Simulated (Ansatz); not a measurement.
# C in place of N at several sites of random wurtzite alloy of AlN and GaN (72 atoms), part 2 of 3

Aim: make C in place of N at several sites of random wurtzite alloy of AlN and GaN (72 atoms), relax each, and compare their energies.

Ansatz 0.2.0; Kohn-Sham DFT, LDA, PAW (set soft_2), plane waves.

The cell: 27 Ga, 36 N and 9 Al. The Brillouin zone is sampled at Γ only, in a cell whose shortest periodic width is 8 Å.

So far. Step 2 (Single point at the start): The r.m.s. force at the start is 0.49 eV/Å. Step 3 (Relaxation): The relaxation converged after 4 steps, 1.24 eV below its start, with a largest force component of 0.027 eV/Å.

### 5. C on a site of N, site N36

The site has 4 bonded neighbours (Al3Ga) at 1.92 Å on average, by cutoffs that count no bonds between two metal atoms or like ions. The change is made in the relaxed cell and the atoms are relaxed again, with spin allowed.

The input, input.yaml:

```yaml
crystal:
  lattice:
    - [9.5094, 0.0, 0.0]
    - [-4.7547, 8.23538, 0.0]
    - [0.0, 0.0, 10.2684]
  atoms:
    [... atom lines 1 to 32 left out ...]
    - { symbol: Ga, position: [0.33332, 0.33345, 0.00193] }
    - { symbol: "N", position: [0.44373, 0.55613, 0.06617] }
    - { symbol: Al, position: [0.44382, 0.55529, 0.25172], spin: 0.6 }
    - { symbol: C, position: [0.33335, 0.33372, 0.30631], spin: 0.6 }
    - { symbol: Ga, position: [0.33279, 0.33398, 0.49814], spin: 0.6 }
    - { symbol: "N", position: [0.44215, 0.55789, 0.55837] }
    - { symbol: Ga, position: [0.44301, 0.55519, 0.74894] }
    [... atom lines 40 to 72 left out ...]
magnetization:
  spin_polarized: true
kpoints:
  mp_grid: { grid: [1, 1, 1] }
hamiltonian:
  xc: lda
scf:
  occupations: { method: fermi_dirac, width: 0.025 }
  lower_state_search: "off"
output:
  forces: true
  eigenvalues: true
relax:
  f_tol: 0.05
  max_steps: 90
```

The run is started by

```console
ansatz run input.yaml --threads 4 --pin off --max-ram 8192MiB --backend cpu --events-out ev --progress --plain --runs-dir out
```

Numbers of over 12 decimals in the logs are rounded to 6 here.

What it wrote:

```text
[...]
Crystal: 72 atoms, lattice volume = 804.155 Å³
Basis set: ecut = 420 eV, 15743 PW (Γ)
Bands: 352, of which v1, the nominal top of the filled ones, is band 279 counted from 1 (278 counted from 0)
Symmetry: 1 space group operations
[...]
k-points: 1
[...]
Starting moments: Σ|m| = 3 μB on 5 of 72 sites
[...]
SCF iter   1: F=—  HF=-118115.912906 eV  |F-HF|=—  |Δ(HF+E_count)|=         —  Δρ=5.72e-2 (↑5.38e-2 ↓5.72e-2)  dr2=1.03e2  dr2_m=9.62e-1  M=0.274 μB ∫|m|=0.447 μB  β_m=0.30  ethr=3.10e-3  ⟨swp⟩=6.0  Hψ=2660  notcnv=0
[...]
spin=Collinear: Resta preconditioning applied to the charge; magnetization (m = ρ↑ − ρ↓) channel mixes plain (no charge-response kernel on spin).
SCF iter   2: F=—  HF=-118093.859122 eV  |F-HF|=—  |Δ(HF+E_count)|=    2.21e1  Δρ=3.26e-2 (↑3.08e-2 ↓3.26e-2)  dr2=3.14e1  dr2_m=4.59e-1  M=0.545 μB ∫|m|=0.592 μB  β_m=0.30  ethr=3.10e-3  ⟨swp⟩=2.0  Hψ=1036  notcnv=0  defer=138
[...]
SCF iter   7: F=—  HF=-118084.031284 eV  |F-HF|=—  |Δ(HF+E_count)|=   7.10e-3  Δρ=2.02e-3 (↑1.70e-3 ↓2.02e-3)  dr2=4.99e-2  dr2_m=1.58e-2  M=0.995 μB ∫|m|=1.040 μB  β_m=0.30  ethr=1.64e-5  ⟨swp⟩=1.0  Hψ=810  notcnv=0  defer=138
[...]
spin-set hold released at iteration 7 (site moments contracting): the magnetisation degrees of freedom join the quasi-Newton model from the next iteration; the mixer history was flushed
SCF iter   8: F=—  HF=-118084.030803 eV  |F-HF|=—  |Δ(HF+E_count)|=   4.82e-4  Δρ=1.24e-3 (↑1.24e-3 ↓1.22e-3)  dr2=8.79e-3  dr2_m=7.25e-3  M=0.991 μB ∫|m|=1.036 μB  β_m=0.49  ethr=8.96e-6  ⟨swp⟩=2.0  Hψ=784  notcnv=0  defer=138
[...]
SCF iter  13: F=-118084.034756 eV  HF=-118084.034757 eV  |F-HF|=7.75e-7  |Δ(HF+E_count)|=   8.31e-7  Δρ=8.32e-6 (↑4.70e-6 ↓8.32e-6)  dr2=1.17e-6  dr2_m=9.50e-8  M=0.991 μB ∫|m|=1.065 μB  ethr=1.55e-9  ⟨swp⟩=1.5  Hψ=1837  notcnv=0
SCF 1 converged in 13 iterations: F = -118084.034756 eV  dr2 = 1.17e-6
[...]
relax step   1: F+E_penalty+E_count = -118084.03475642 eV  Δ(F+E_penalty+E_count) = +0.000e0 eV  max|allowed force component| = 9.315e-1 eV/Å  Δτ_max = 0.0000 Å  (13 SCF iters, dr2 threshold 6.25e-5 eV, accepted)
[...]
relax step   2: F+E_penalty+E_count = -118084.13445226 eV  Δ(F+E_penalty+E_count) = -9.970e-2 eV  max|allowed force component| = 5.617e-1 eV/Å  Δτ_max = 0.0282 Å  (7 SCF iters, dr2 threshold 5.42e-5 eV, accepted)
[...]
relax step   3: F+E_penalty+E_count = -118084.16386504 eV  Δ(F+E_penalty+E_count) = -2.941e-2 eV  max|allowed force component| = 1.150e-1 eV/Å  Δτ_max = 0.0221 Å  (10 SCF iters, dr2 threshold 1.97e-5 eV, accepted)
[...]
relax step   4: F+E_penalty+E_count = -118084.16579097 eV  Δ(F+E_penalty+E_count) = -1.926e-3 eV  max|allowed force component| = 3.115e-2 eV/Å  Δτ_max = 0.0067 Å  (11 SCF iters, accepted)
SCF converged after 11 iterations
Magnetization: 0.9986 μB (278.9993 up, 278.0007 down)
Absolute magnetization: 1.0797 μB (∫|ρ↑−ρ↓|, with the PAW one-centre terms)
[...]
Per-site moments (μB) at R_I (Å): [(0.000553406, 0.800134), (0.017354, 0.781133), (0.00844403, 0.781133), (0.045876, 0.786163), (0.000347629, 0.800002), [...]
Free energy (F): -118084.165791 eV
[...]
Internal energy: -118084.132796 eV  (E = F + TS)
E sigma→0 (E₀):  -118084.149294 eV
Entropy (-TS):   -0.032995 eV (-0.458 meV/atom)
Fermi energy:    9.112008 eV
[...]
--- Forces (eV/Å), atoms counted from 1 ---
  atom   1  Ga     0.00607649     0.00026061     0.00973804
  atom   2  N     -0.00452426    -0.00461868    -0.01757407
  atom   3  Al    -0.01952193     0.01884485     0.01003092
  atom   4  N      0.01660494     0.00677943     0.00478840
  atom   5  Ga     0.00005556    -0.01255029     0.00326859
  atom   6  N      0.00909612     0.00249164    -0.02030893
  atom   7  Al    -0.00855081     0.00007585     0.03115121
  atom   8  N      0.00050467     0.00460836    -0.01022617
  atom   9  Ga     0.00179695    -0.00221351     0.00968312
  atom  10  N     -0.00300975     0.00183910    -0.00901530
  atom  11  Ga     0.00245504    -0.00279876     0.00584043
  atom  12  N     -0.01824729     0.00123997     0.00183150
  atom  13  Ga    -0.00853767     0.00051547    -0.00624624
  atom  14  N      0.00142297    -0.00183577     0.00730604
[...]
atom  71  Ga    -0.00278690     0.00112212     0.00008731
  atom  72  N     -0.00288256    -0.00228420    -0.00556164
  max |Σ_I F_I| component: 7.79e-5 eV/Å
--- Band table (eV) ---
[...]
--- Relaxed structure (4 steps of the walk, 4 accepted, 0 SCFs on fresh bases) ---
  F+E_penalty+E_count = -118084.16579097 eV   max|allowed force component| = 3.115e-2 eV/Å
  atoms:
    - { symbol: Ga, position: [0.00158851, 0.000546856, 9.013321061757377e-6] }
    - { symbol: N, position: [0.108625, 0.222045, 0.064154] }
    - { symbol: Al, position: [0.108186, 0.221906, 0.248570] }
    - { symbol: N, position: [0.00343458, 0.0019006, 0.308125] }
[...]
- { symbol: N, position: [0.666940, 0.667010, 0.811348] }
```

Run time: 52 s. Hardware: 4 threads of Intel Xeon Platinum 8223CL at 3.00GHz (Skylake/Cascade Lake), shared host; peak memory 1.8 GiB; 3.3 min of CPU time.

The relaxation converged after 4 steps, 0.131 eV below its start, with a largest force component of 0.031 eV/Å.

The surroundings of the C atom, after relaxation, nearest first, numbered as they follow in the input and with coordinates relative to it.

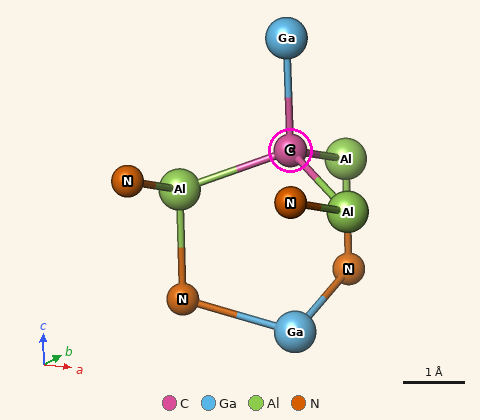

The atoms of the table, within 3.1 Å (arrows a, b, c point along x, y, z); some may hide others; the central atom is ringed.

| atom | x | y | z | distance (Å) | bonds | moment (μB) |
| --- | --- | --- | --- | --- | --- | --- |
| C36 | 0.00 | 0.00 | 0.00 | 0.00 | 4 | 0.25 |
| Ga37 | -0.02 | 0.00 | 1.94 | 1.94 | 4 | 0.00 |
| Al27 | 1.60 | -0.92 | -0.64 | 1.95 | 4 | 0.01 |
| Al3 | -1.62 | -0.92 | -0.63 | 1.96 | 4 | 0.01 |
| Al35 | -0.02 | 1.86 | -0.62 | 1.96 | 4 | 0.01 |
| N2 | -1.61 | -0.92 | -2.52 | 3.13 | 4 | 0.02 |
| N34 | -0.01 | 1.86 | -2.52 | 3.13 | 4 | 0.01 |
| Ga33 | 0.00 | 0.00 | -3.13 | 3.13 | 4 | 0.00 |
| N4 | -1.57 | -2.73 | -0.01 | 3.15 | 4 | 0.05 |
| N28 | 1.56 | -2.74 | -0.02 | 3.15 | 4 | 0.03 |

The column of bonds counts only the pairs N-Ga within 2.38 Å, N-Al within 2.33 Å, Ga-C within 2.22 Å, Al-C within 2.21 Å; other neighbours, such as metal atoms beside each other in a compound, aren't counted, and periodic images can show an atom twice.

The largest move is 0.04 Å, by Al35.

### 6. C on a site of N, site N30

The site has 4 bonded neighbours (Ga4) at 1.95 Å on average. 

Input and log are left out; they have the form of those shown for this kind of step.

Elapsed: 71 s, on 4 threads of Intel Xeon Platinum 8223CL at 3.00GHz (Skylake/Cascade Lake), shared host; peak memory 1.8 GiB.

The relaxation converged after 6 steps, 0.0906 eV below its start, with a largest force component of 0.017 eV/Å.

Local excerpt of 10 atoms (numbers count through the whole input) about the C atom, after relaxation; x, y, z are measured from there.

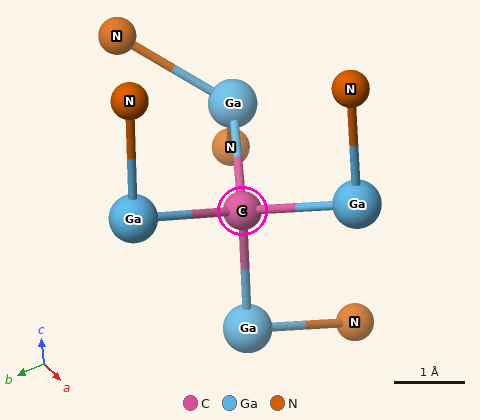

The atoms of the table, within 3.2 Å (arrows a, b, c point along x, y, z); some may hide others; the central atom is ringed.

| atom | x | y | z | distance (Å) | bonds | moment (μB) |
| --- | --- | --- | --- | --- | --- | --- |
| C30 | 0.00 | 0.00 | 0.00 | 0.00 | 4 | 0.23 |
| Ga31 | 0.00 | 0.00 | 1.94 | 1.94 | 4 | 0.00 |
| Ga29 | 0.06 | -1.82 | -0.68 | 1.95 | 4 | 0.01 |
| Ga37 | -1.55 | 0.96 | -0.67 | 1.95 | 4 | 0.01 |
| Ga61 | 1.62 | 0.93 | -0.70 | 1.99 | 4 | 0.02 |
| N6 | -3.15 | 0.02 | 0.03 | 3.15 | 4 | 0.07 |
| N22 | -1.56 | -2.74 | -0.01 | 3.15 | 4 | 0.08 |
| N64 | 1.61 | 0.93 | 2.59 | 3.18 | 4 | 0.03 |
| N40 | -1.61 | 0.92 | 2.59 | 3.18 | 4 | 0.01 |
| N54 | 3.19 | 0.01 | -0.03 | 3.19 | 4 | 0.07 |

The column of bonds counts only the pairs N-Ga within 2.38 Å, N-Al within 2.33 Å, Ga-C within 2.22 Å; other neighbours, such as metal atoms beside each other in a compound, aren't counted, and periodic images can show an atom twice.

The largest move is 0.04 Å, by Ga61.

### 7. C on a site of N, site N32

The site has 4 bonded neighbours (AlGa3) at 1.94 Å on average. 

Input and log are left out; they have the form of those shown for this kind of step.

It took 47 s on 4 threads of Intel Xeon Platinum 8223CL at 3.00GHz (Skylake/Cascade Lake), shared host; peak memory 1.8 GiB.

The relaxation converged after 4 steps, 0.0801 eV below its start, with a largest force component of 0.048 eV/Å.

The surroundings of the C atom, after relaxation, nearest first, numbered as they follow in the input and with coordinates relative to it.

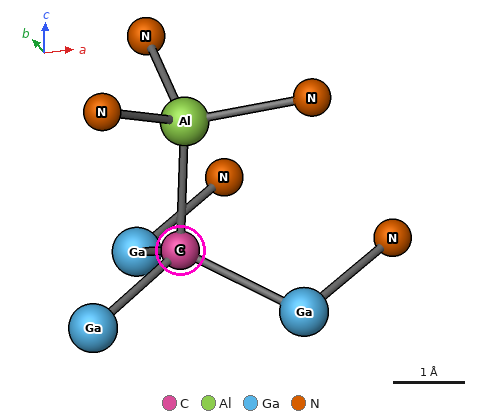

The atoms of the table, within 3.2 Å (arrows a, b, c point along x, y, z); some may hide others; the central atom is ringed.

```
atom      x      y      z  distance (Å)  bonds  moment (μB)
 C32   0.00   0.00   0.00          0.00      4         0.22
Al25  -0.01   0.00   1.95          1.95      4         0.00
Ga31  -0.01   1.82  -0.70          1.96      4         0.01
Ga47   1.57  -0.93  -0.72          1.96      4         0.01
Ga23  -1.58  -0.92  -0.70          1.96      4         0.01
 N42   1.56  -0.91   2.52          3.10      4         0.01
 N26  -0.01   1.81   2.57          3.14      4         0.01
 N18  -1.57  -0.91   2.57          3.14      4         0.01
 N56   3.17  -0.01  -0.08          3.17      4         0.06
 N64   1.59   2.76  -0.06          3.18      4         0.05
```

The column of bonds counts only the pairs N-Ga within 2.38 Å, N-Al within 2.33 Å, Ga-C within 2.22 Å, Al-C within 2.21 Å; other neighbours, such as metal atoms beside each other in a compound, aren't counted, and periodic images can show an atom twice.

The largest move is 0.05 Å, by Al25.

### 8. C on a site of N, site N4

The site has 4 bonded neighbours (Al2Ga2) at 1.93 Å on average. 

Input and log are left out; they have the form of those shown for this kind of step.

The job ended after 69 s (4 threads of Intel Xeon Platinum 8223CL at 3.00GHz (Skylake/Cascade Lake), shared host; peak memory 1.8 GiB; 4.4 min of CPU time).

The relaxation converged after 6 steps, 0.137 eV below its start, with a largest force component of 0.032 eV/Å.

Local excerpt of 10 atoms (numbers count through the whole input) about the C atom, after relaxation; x, y, z are measured from there.

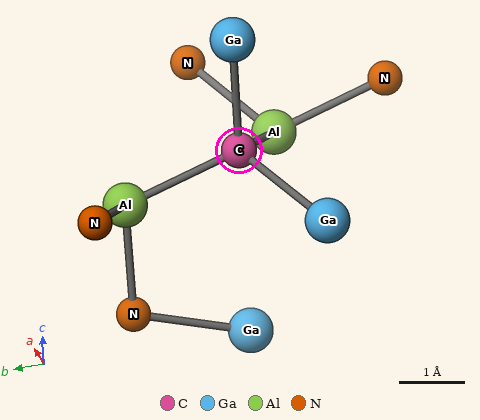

The atoms of the table, within 3.2 Å (arrows a, b, c point along x, y, z); some may hide others; the central atom is ringed.

```
atom      x      y      z  distance (Å)  bonds  moment (μB)
  C4   0.00   0.00   0.00          0.00      4         0.26
 Ga5   0.00  -0.01   1.94          1.94      4         0.00
Ga67  -1.55  -0.98  -0.64          1.94      4         0.01
 Al3   0.05   1.85  -0.64          1.96      4         0.01
Al19   1.62  -0.95  -0.67          1.99      4         0.01
 N12  -1.54   2.71   0.00          3.12      4         0.06
  N2   0.01   1.83  -2.54          3.13      4         0.01
 N28   3.15   0.00  -0.03          3.15      4         0.05
 N20   1.57  -2.75  -0.03          3.17      4         0.05
 Ga1   0.01  -0.01  -3.17          3.17      4         0.00
```

The column of bonds counts only the pairs N-Ga within 2.38 Å, N-Al within 2.33 Å, Ga-C within 2.22 Å, Al-C within 2.21 Å; other neighbours, such as metal atoms beside each other in a compound, aren't counted, and periodic images can show an atom twice.

The largest move is 0.06 Å, by Al3.

### 9. C on a site of N, site N66

The site has 4 bonded neighbours (Ga4) at 1.94 Å on average. 

Input and log are left out; they have the form of those shown for this kind of step.

It took 57 s on 4 threads of Intel Xeon Platinum 8223CL at 3.00GHz (Skylake/Cascade Lake), shared host; peak memory 1.8 GiB.

The relaxation converged after 5 steps, 0.0852 eV below its start, with a largest force component of 0.011 eV/Å.

The surroundings of the C atom, after relaxation, nearest first, numbered as they follow in the input and with coordinates relative to it.

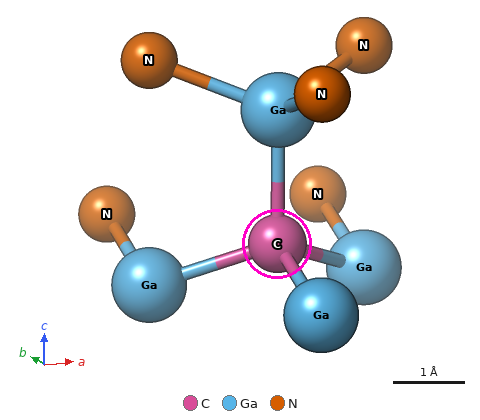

The atoms of the table, within 3.2 Å (arrows a, b, c point along x, y, z); some may hide others; the central atom is ringed.

```csv
atom,x,y,z,distance (Å),bonds,moment (μB)
C66,0.00,0.00,0.00,0.00,4,0.23
Ga67,0.01,-0.02,1.94,1.94,4,0.00
Ga1,1.61,0.87,-0.64,1.94,4,0.01
Ga49,-1.62,0.85,-0.66,1.95,4,0.01
Ga65,-0.02,-1.88,-0.65,1.99,4,0.02
N50,-1.59,2.72,-0.01,3.15,4,0.09
N2,1.59,2.73,0.05,3.15,4,0.07
N52,-1.60,0.90,2.59,3.17,4,0.01
N4,1.63,0.92,2.56,3.17,4,0.00
N68,-0.01,-1.90,2.55,3.18,4,0.02
```

The column of bonds counts only the pairs N-Ga within 2.38 Å, N-Al within 2.33 Å, Ga-C within 2.22 Å; other neighbours, such as metal atoms beside each other in a compound, aren't counted, and periodic images can show an atom twice.

The largest move is 0.04 Å, by Ga49.

[end of part 2 of 3]

[Logs are printed without paths, hosts, clocks, repeated set-up lines and the standing remarks that a program may print on its own settings, such as how far it seeks lower states.]

[Hosts, paths, dates, database ids (printed as entryN), source tags and the programs' standing remarks are cut or masked in the printed files.]
